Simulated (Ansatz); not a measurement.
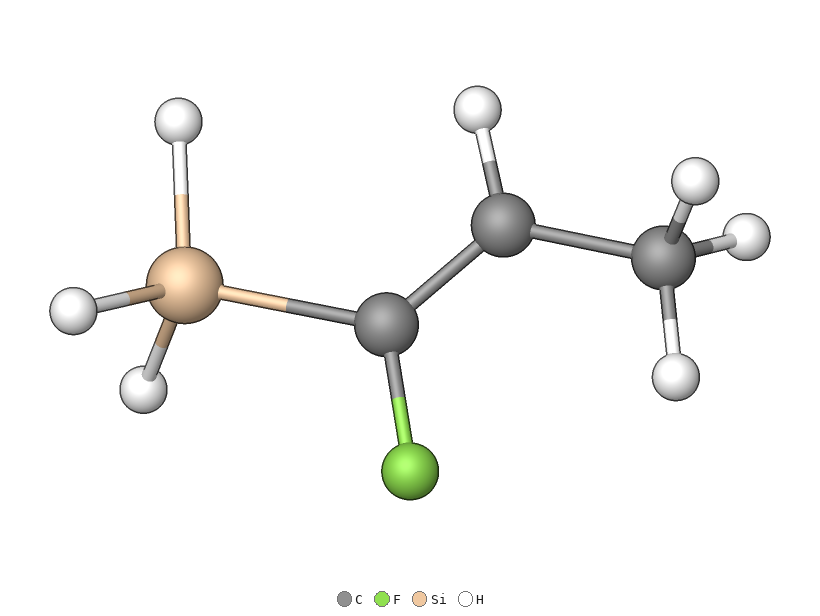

Harmonic vibrations computed with RKS PBE0-D4/def2-TZVP (Ansatz 0.2.0) at a stationary point of the same level.

Is this a minimum or a saddle point?

Answer. A minimum: no imaginary frequency, and the lowest mode lies at 127 cm⁻¹.

How many vibrational modes are there, and where do they lie?

Answer. 30 modes: 127, 134, 179, 181, 278, 429, 479, 646, 689, 744, 853, 915, 929, 952, 989, 1055, 1068, 1177, 1314, 1402, 1474, 1478, 1733, 2232, 2234, 2244, 3047, 3101, 3155, 3189 cm⁻¹.
